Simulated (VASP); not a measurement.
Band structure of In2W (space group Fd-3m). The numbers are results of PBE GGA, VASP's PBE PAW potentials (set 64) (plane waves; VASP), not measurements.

Unless said otherwise, spin-orbit coupling is left out, though it shifts the bands of the heavy elements here.

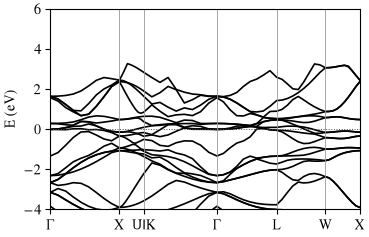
Fig. 1. Bands along high-symmetry lines, zero at the valence-band maximum or, without a gap, the Fermi level

Q: Read the plot: is there a gap, and where are the band edges?

A: It has no gap at this level: it comes out as a metal or semimetal.

The structure was generated: In2W was put into an ordered model structure, which need not be its known phase. The cell was not relaxed at this level. The k-mesh is coarse (spacing up to 0.42 per Å, 2π included), so the numbers may not be converged in it.
